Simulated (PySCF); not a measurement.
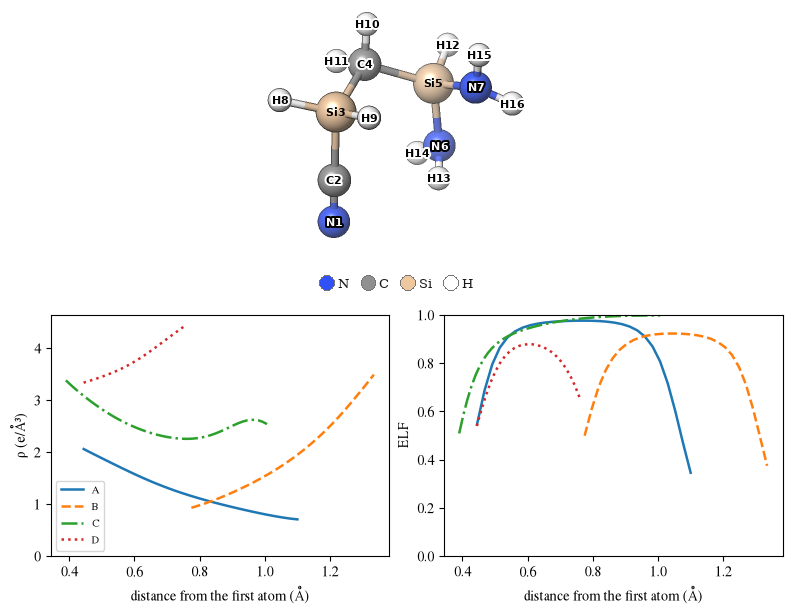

The picture shows: C₂H₉N₃Si₂ (SMILES N#C[SiH2]C[SiH](N)N). Total electron density and ELF along straight lines between neighbouring atoms. The curves leave out the atomic cores. The structure is drawn too.

Geometry: GFN2-xTB.

Method: CAM-B3LYP/def2-SVPD, SCF density, gas phase in PySCF.

```xyz
16

N     1.9479    2.3070   -1.1657
C     1.9426    1.2345   -0.7615
Si    1.8969   -0.5176   -0.1049
C     0.2084   -1.2321   -0.5654
Si   -1.3052   -0.2250    0.0370
N    -1.4062    1.4217   -0.4533
N    -1.1351   -0.1356    1.7518
H     3.0068   -1.2059   -0.7812
H     2.1329   -0.4139    1.3364
H     0.1426   -2.2495   -0.1807
H     0.1428   -1.3187   -1.6508
H    -2.5246   -0.8500   -0.4995
H    -0.7591    2.0751   -0.0412
H    -1.4850    1.6166   -1.4374
H    -1.0634   -0.9960    2.2693
H    -1.7498    0.4984    2.2357
```

Question: Which curve belongs to which contact (C–N, C–Si, N–H and Si–N)? The first atom named is at distance zero.

Answer: Curve A: C–Si (1.87 Å): the density is about 0.89 e/Å³ at the midpoint; the ELF peaks at about 1 between the atoms; a shared electron pair. Curve B: Si–N (1.72 Å): ρ at the midpoint is about 1.1 e/Å³; the ELF peaks at about 0.90 between the atoms: a polar covalent bond. Curve C: N–H (1.01 Å): ρ is about 2.8 e/Å³ halfway; the ELF climbs to about 1 towards the hydrogen, as it does in any bond to H; an ordinary covalent bond to hydrogen. Curve D: C–N (1.15 Å): ρ is about 3.6 e/Å³ halfway; the ELF peaks at about 0.90 between the atoms: a short, multiple covalent bond.
